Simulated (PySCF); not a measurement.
NMR shielding calculation, with input and output: C₇H₁₃Al

System: C₇H₁₃Al, SMILES C=[CH][AlH][CH]1CCCC1.
Method: GIAO PBE0/pcSseg-1 NMR shielding, non-relativistic, gas phase (PySCF 2.14.0).

The geometry comes from this level: GFN2-xTB. It belongs to a series of runs on one base structure; here: constitutional isomer. Figures and captions count atoms from 1; the log counts them from 0 in places.

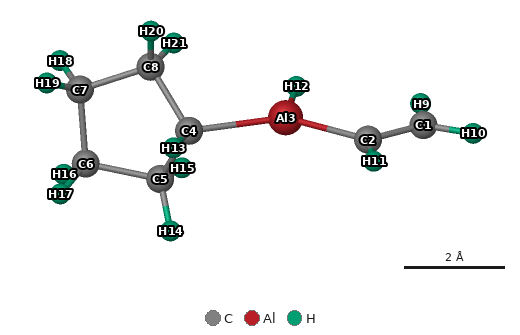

**Figure 1.** The structure as given in the input (ball-and-stick view, seen on its broad side; atoms are numbered from 1 in the order of the input). Sticks mark near contacts.

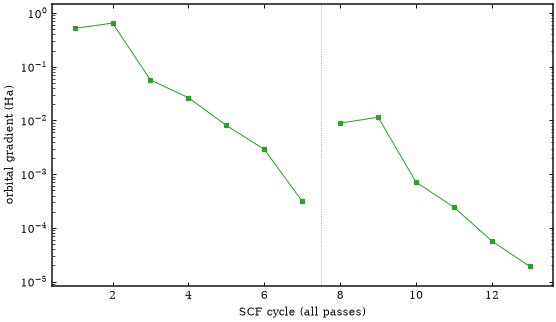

**Figure 2.** Convergence of the self-consistent field: orbital gradient against the SCF cycle. The dotted line marks the change from a coarse to the final integration grid. The first 7 cycles use a coarse grid, the final grid takes over at cycle 8, and the field converges after 13 cycles in all.

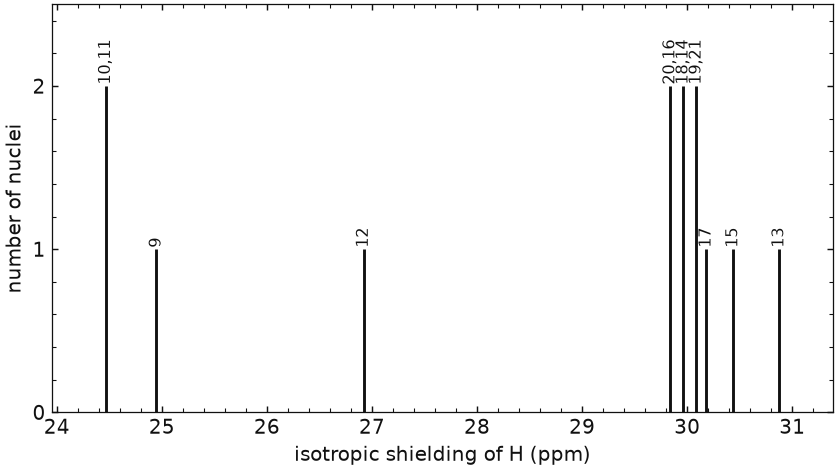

**Figure 3.** Isotropic shieldings of the hydrogen nuclei in this fixed geometry, labelled by atom number; shielding grows to the right, so chemical shift grows to the left. The least shielded is H10 (24.4 ppm), the most shielded H13 (30.9 ppm).

These pictures come from the run below.

Input file
```
{"job": {"kind": "nmr", "xc": "PBE0", "basis": "pcSseg-1"}, "charge": 0, "multiplicity": 1}
C      4.334219    -0.077552    -0.004448
C      3.303554    -0.141282     0.841095
Al     1.543834     0.101676    -0.033021
C     -0.338826     0.037143     0.659638
C     -1.052684    -1.143150    -0.030565
C     -2.539444    -0.786014     0.036015
C     -2.593658     0.752291     0.016367
C     -1.134429     1.227655     0.087236
H      4.164683     0.092136    -1.062935
H      5.371708    -0.184594     0.286776
H      3.527836    -0.315862     1.894794
H      1.598428     0.345442    -1.566288
H     -0.537159    -0.027784     1.738759
H     -0.830927    -2.103282     0.438777
H     -0.730491    -1.194344    -1.078436
H     -3.097760    -1.223638    -0.791473
H     -2.966386    -1.166875     0.965070
H     -3.085052     1.121288    -0.883640
H     -3.154618     1.124213     0.874278
H     -1.022870     2.130295     0.690085
H     -0.768878     1.449182    -0.923853
```

The first line tells a small driver script what to run in PySCF; the rest is the geometry in Å.

Run as:
```bash
OMP_NUM_THREADS=1 python <driver script> task.json out
```

The program's output
```
coarse grid: 17288 points
cycle   1  E = -516.3395937560  dE =  6.741e-01  |g| = 5.171e-01  |ddm| = 4.026e+00
cycle   2  E = -516.3030794602  dE =  3.651e-02  |g| = 6.493e-01  |ddm| = 1.042e+00
cycle   3  E = -516.4144781597  dE = -1.114e-01  |g| = 5.659e-02  |ddm| = 6.308e-01
cycle   4  E = -516.4150616560  dE = -5.835e-04  |g| = 2.657e-02  |ddm| = 7.361e-02
cycle   5  E = -516.4152375204  dE = -1.759e-04  |g| = 8.069e-03  |ddm| = 2.891e-02
cycle   6  E = -516.4152528617  dE = -1.534e-05  |g| = 2.892e-03  |ddm| = 8.054e-03
cycle   7  E = -516.4152550709  dE = -2.209e-06  |g| = 3.127e-04  |ddm| = 2.457e-03
final grid: 160184 points
cycle   8  E = -516.4631564759  dE = -4.304e-05  |g| = 8.915e-03  |ddm| = 3.373e-02
cycle   9  E = -516.4631436057  dE =  1.287e-05  |g| = 1.148e-02  |ddm| = 1.797e-02
cycle  10  E = -516.4631776907  dE = -3.409e-05  |g| = 7.097e-04  |ddm| = 1.019e-02
cycle  11  E = -516.4631777981  dE = -1.074e-07  |g| = 2.421e-04  |ddm| = 8.495e-04
cycle  12  E = -516.4631778134  dE = -1.528e-08  |g| = 5.671e-05  |ddm| = 2.731e-04
cycle  13  E = -516.4631778142  dE = -7.691e-10  |g| = 1.912e-05  |ddm| = 8.478e-05
converged SCF energy = -516.4631778142

GIAO shielding tensors (ppm)
atom      isotropic    diamagn.    paramagn.     s11        s22        s33       span
  0 C       30.145     253.097    -222.952   -103.145     31.670    161.910    265.055
  1 C       30.188     260.233    -230.045    -93.290      2.550    181.304    274.594
  2 Al     293.769     799.165    -505.396    242.515    314.182    324.611     82.096
  3 C      155.722     250.945     -95.223    134.712    164.488    167.965     33.253
  4 C      156.041     249.100     -93.059    128.429    166.967    172.727     44.299
  5 C      158.543     248.016     -89.473    130.322    168.037    177.271     46.949
  6 C      160.274     247.819     -87.545    130.319    172.619    177.885     47.567
  7 C      155.169     248.644     -93.475    126.340    166.560    172.609     46.269
  8 H       24.948      31.518      -6.570     21.062     24.264     29.519      8.457
  9 H       24.448      26.094      -1.646     21.408     24.254     27.684      6.276
 10 H       24.483      30.683      -6.200     20.782     25.277     27.389      6.608
 11 H       26.920      32.362      -5.442     23.960     26.161     30.639      6.679
 12 H       30.876      33.726      -2.850     27.257     27.871     37.499     10.242
 13 H       29.971      31.847      -1.876     24.439     28.097     37.376     12.937
 14 H       30.437      32.658      -2.221     24.696     29.556     37.059     12.363
 15 H       29.838      29.264       0.575     24.644     27.433     37.439     12.796
 16 H       30.182      29.970       0.212     24.638     28.041     37.868     13.230
 17 H       29.955      29.289       0.666     24.545     27.712     37.607     13.062
 18 H       30.064      29.461       0.603     24.510     27.978     37.704     13.194
 19 H       29.837      31.496      -1.659     24.413     28.021     37.077     12.664
 20 H       30.111      32.387      -2.276     24.146     29.322     36.864     12.718
```

Key numbers

- outcome: converged
- total energy: −516.463178 hartree
- HOMO: −7.17 eV
- LUMO: −1.29 eV
- dipole moment: 0.59 D
- isotropic shielding, C: 30.1 to 160.3 ppm
- isotropic shielding, Al: 293.8 ppm
- isotropic shielding, H: 24.4 to 30.9 ppm
- hardware: 1 CPU thread, shared host
- wall time: 64 s
- peak memory: 0.94 GiB
